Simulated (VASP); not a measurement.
Energy against volume of CoSi2 (fluorite). These are PW91 GGA, VASP's PBE PAW potentials (set 64) (plane waves; VASP) values and carry that method's errors.

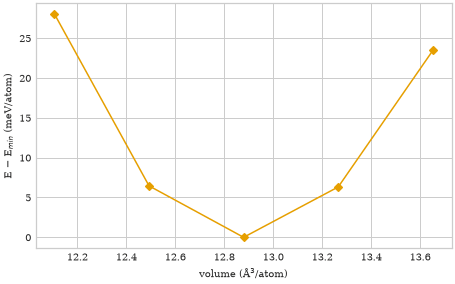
*Energy against volume*

### Question
Estimate the equilibrium volume and the bulk modulus.

### Answer
The minimum lies near 12.9 Å³/atom, and the curvature gives B0 of about 180 GPa.

Measured: a 5.365 Å (computed value off by +0.0 %), as given by Ganesh Hegde et al., Applied Physics Letters (2014), arXiv:1405.1317. The calculation is for a static lattice, while the measured a holds thermal and zero-point effects, which are part of the difference.

The compound is CoSi2 in the fluorite structure. It was relaxed first. The run is not spin-polarised, so no magnetic state was tried.
